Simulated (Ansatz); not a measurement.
# SiH2F2 (SiF2H2): levels of theory compared

We compute a comparison of 6 runs (HSE06/STO-3G, SVWN5/STO-3G, MP2/STO-3G, CCSDTQ/STO-3G, CCSD/STO-3G, CCSD(T)/STO-3G) of SiH2F2 (SiF2H2). 

The calculation is run with Ansatz 0.2.0.

54 further runs of the same task are left out: 4 that didn't finish, 50 set aside as unsound or not needed.

### 1 The structure to begin with

SiH2F2 has 5 atoms, charge 0, and is taken as a singlet. As SMILES, `[H][Si]([H])(F)F`. The F2–Si1 distance was set to 3.188 Å, away from the relaxed value. At this shape a bond of the SMILES string is far longer than usual.

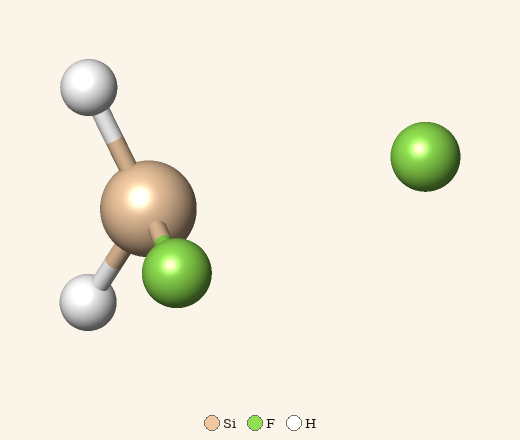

The structure, seen from a chosen angle (silicon light orange, fluorine green, hydrogen white).

### 2 The energy at HSE06/STO-3G (run 1)

job.yaml

```yaml
crystal:
  periodic: [false, false, false]
  atoms:
    - {symbol: Si, position_ang: [-0.191962, 0.019960, -1.655108]}
    - {symbol: F, position_ang: [0.009240, -0.018840, 1.526500]}
    - {symbol: F, position_ang: [1.335418, 0.030030, -2.110558]}
    - {symbol: H, position_ang: [-0.780742, 1.277200, -2.046358]}
    - {symbol: H, position_ang: [-0.774342, -1.230750, -2.077738]}
basis:
  gaussian:
    orbitals: STO-3G
accuracy: high
hamiltonian:
  xc: hse06
```

The run is started by

```bash
$ ansatz run job.yaml --threads 1 --pin off --max-ram 2610MiB --events-out events.jsonl --progress --plain --runs-dir runs
```

Standard output:

```text
Warning: RAYON_NUM_THREADS=1 ignored (pool sized by the plan → 1); use --threads N
Functional definition: HSE06
  name "HSE06"
  parameter a = 0.25
  parameter omega = 0.11/bohr
  exchange = pbe_x - a*pbe_x_sr(omega) + a*exact_x_sr(omega)
  correlation = pbe_c
352 factors; integrals over basis functions are off by at most 3.3e-8 eV
60 factors; integrals over basis functions are off by at most 1.4e-9 eV
mean field evaluation 1: about -13149.6649 eV, gradient 2.2e1 eV
mean field evaluation 2: about -12786.3075 eV, gradient 2.9e1 eV
mean field evaluation 4: about -13148.2427 eV, gradient 2.6e1 eV
mean field evaluation 8: about -13159.1746 eV, gradient 3.7e-1 eV
mean field evaluation 16: about -13159.1627 eV, gradient 1.4e-8 eV
mean field -13159.16274839 eV, -483.5903114025 hartree, gradient 1.4e-8 eV, S^2 0.000000; 2 other end points of the search recorded, 0 dependent functions left out
reference -13159.16274987 eV, -483.5903114569 hartree; 17, 17 occupied and 4, 4 virtual orbitals, 352 factors
Total energy: -13159.16274987 eV, -483.5903114569 hartree
```

Wall time 1.6 s (1 thread of Arm Neoverse V1, shared host); peak memory 0.097 GiB.

### 3 A single-point energy at SVWN5/STO-3G (run 2)

run.yaml

```yaml
crystal:
  periodic: [false, false, false]
  atoms:
    - symbol: Si
      position_ang: [-0.191962, 0.019960, -1.655108]
    - symbol: F
      position_ang: [0.009240, -0.018840, 1.526500]
    - symbol: F
      position_ang: [1.335418, 0.030030, -2.110558]
    - symbol: H
      position_ang: [-0.780742, 1.277200, -2.046358]
    - symbol: H
      position_ang: [-0.774342, -1.230750, -2.077738]
basis:
  gaussian: {orbitals: STO-3G}
hamiltonian: {xc: {name: SVWN5}}
accuracy: high
```

The run is started by

```bash
$ ansatz run run.yaml --threads 1 --pin off --max-ram 2610MiB --events-out events.jsonl --progress --plain --runs-dir runs
```

Standard output:

```text
Warning: RAYON_NUM_THREADS=1 ignored (pool sized by the plan → 1); use --threads N
Functional definition: SVWN5
  name "SVWN5"
  exchange = slater_x
  correlation = vwn5_c
352 factors; integrals over basis functions are off by at most 3.3e-8 eV
mean field evaluation 1: about -13088.9149 eV, gradient 2.3e1 eV
mean field evaluation 2: about -12724.6928 eV, gradient 2.7e1 eV
mean field evaluation 4: about -13081.9083 eV, gradient 4.8e1 eV
mean field evaluation 8: about -13099.0984 eV, gradient 1.3e-1 eV
mean field evaluation 16: about -13079.8289 eV, gradient 8.1e0 eV
mean field -13099.09861243 eV, -481.3829951189 hartree, gradient 6.5e-9 eV, S^2 0.000000; 2 other end points of the search recorded, 0 dependent functions left out
reference -13099.09861386 eV, -481.3829951716 hartree; 17, 17 occupied and 4, 4 virtual orbitals, 352 factors
Total energy: -13099.09861386 eV, -481.3829951716 hartree
```

It took 0.89 s on 1 thread of Arm Neoverse V1, shared host; peak memory 0.093 GiB.

### 4 The energy at MP2/STO-3G (run 3)

Edit job.yaml of step 2 so:

```diff
@@ -9,6 +9,4 @@
 basis:
-  gaussian:
-    orbitals: STO-3G
+  gaussian: {orbitals: STO-3G}
 accuracy: high
-hamiltonian:
-  xc: hse06
+correlation: {method: mp2, frozen_orbitals: {F: 1, H: 0, Si: 5}}
```

The run is started by

```bash
$ ansatz run job.yaml --threads 1 --pin off --max-ram 2610MiB --events-out events.jsonl --progress --plain --runs-dir runs
```

Standard output, cut to the lines that bear on the results:

```text
Warning: RAYON_NUM_THREADS=1 ignored (pool sized by the plan → 1); use --threads N
Functional definition: HF
  name "HF"
[...]
352 factors; integrals over basis functions are off by at most 3.3e-8 eV
[...]
mean field -13130.11005278 eV, -482.5226445314 hartree, gradient 4.3e-8 eV, S^2 0.000000; 1 other end points of the search recorded, 0 dependent functions left out; unrestricted orbitals would lower it
unrestricted determinant -13135.87872613 eV, -482.7346393669 hartree, S^2 0.9944
7 core orbitals not correlated: weight in the atoms' cores, before any rotation towards them, 1.000 or more for the frozen orbitals, at most 0.000 for the correlated occupied ones
reference -13130.11005278 eV, -482.5226445314 hartree; 10, 10 occupied and 4, 4 virtual orbitals, 352 factors
second order -5.24979632 eV of doubles, -0.00000000 eV of singles
WARN: the method's energy lies above the unrestricted determinant's, so it is not that of the lowest state
Total energy: -13135.35984910 eV, -482.7155709877 hartree
```

It took 0.22 s on 1 thread of Arm Neoverse V1, shared host.

Runs 4 to 5 aren't shown in full; the table further down has their settings and results.

### 5 A single-point energy at CCSD(T)/STO-3G (run 6)

Edit job.yaml of step 4 so:

```diff
@@ -10,3 +10,4 @@
   gaussian: {orbitals: STO-3G}
+correlation: {method: ccsd_t, frozen_orbitals: {F: 1, H: 0, Si: 5}}
 accuracy: high
-correlation: {method: mp2, frozen_orbitals: {F: 1, H: 0, Si: 5}}
+scf: {omitted_lower_state_checks: [cluster_reference, increment]}
```

The run is started by

```bash
$ ansatz run job.yaml --threads 1 --pin off --max-ram 2610MiB --events-out events.jsonl --progress --plain --runs-dir runs
```

Standard output:

```text
Warning: RAYON_NUM_THREADS=1 ignored (pool sized by the plan → 1); use --threads N
[... 13 lines left out ...]
7 core orbitals not correlated: weight in the atoms' cores, before any rotation towards them, 1.000 or more for the frozen orbitals, at most 0.000 for the correlated occupied ones
[... 46 lines left out ...]
WARN: these amplitudes may be one of several solutions (largest doubles amplitude 0.85, level shift 14.04 eV)
Total energy: -13137.79550444 eV, -482.8050796704 hartree
Checks for a lower state left out: cluster_reference, increment
```

It took 0.26 s on 1 thread of Arm Neoverse V1, shared host.

### 6 Overview of the runs

```
run           level  frozen core orbitals  energy (Eh)  wall time
  1    HSE06/STO-3G                     –  -483.590311      1.6 s
  2    SVWN5/STO-3G                     –  -481.382995     0.89 s
  3      MP2/STO-3G                     7  -482.715571     0.22 s
  4   CCSDTQ/STO-3G                     7  -482.802416       24 s
  5     CCSD/STO-3G                     7  -482.791597     0.26 s
  6  CCSD(T)/STO-3G                     7  -482.805080     0.26 s
```

### 7 Summary of results

| quantity | value |
| --- | --- |
| run 6: total energy | -482.80508 Eh |
| run 6: correlation energy (7 core orbitals frozen) | -282.4 mEh |
| run 6: (T) correction | -13.48 mEh |
| run 6: T1 diagnostic | 0.047 |

Totals of different functionals can't be ranked against each other. In runs 5, 6 the T1 diagnostic is large, so a single reference may not serve. In runs 3, 4, 5, 6 the log says that unrestricted orbitals would lower the reference, so the values rest on an unstable closed-shell determinant (other closed-shell runs at this shape may share the fault). In runs 1, 2, 3, 4, 5, 6 the basis is minimal, so the values are rough. In runs 1, 2, 3, 5, 6 a closed-shell determinant meets a far-stretched bond, which it describes badly. All runs together took 27 s, the longest 24 s.
